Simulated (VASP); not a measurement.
Band structure of BeSe (zinc blende). Calculation: PBEsol GGA, VASP's PBE PAW potentials (set 64) (plane waves; VASP).

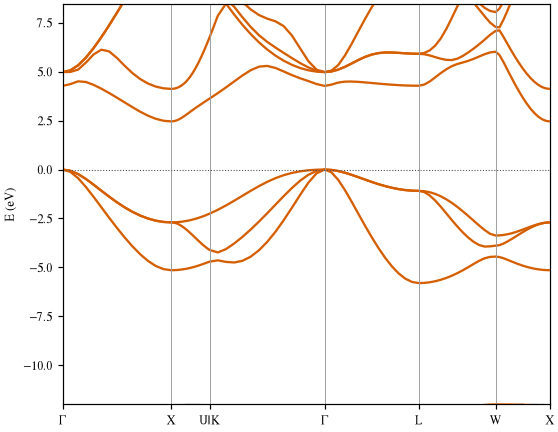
*Bands along high-symmetry lines, zero at the valence-band maximum or, without a gap, the Fermi level*

**Question.** Read the plot: is there a gap, and where are the band edges?

**Answer.** The gap is indirect, 2.46 eV, from the valence maximum at Γ to the conduction minimum at X. (Edges off the drawn lines would not show.)

Measured: gap 4.00 eV (computed value off by -1.54 eV), as given by Das et al., (2018), arXiv:1807.05623.

The compound is BeSe in the zinc blende structure. It was relaxed first.
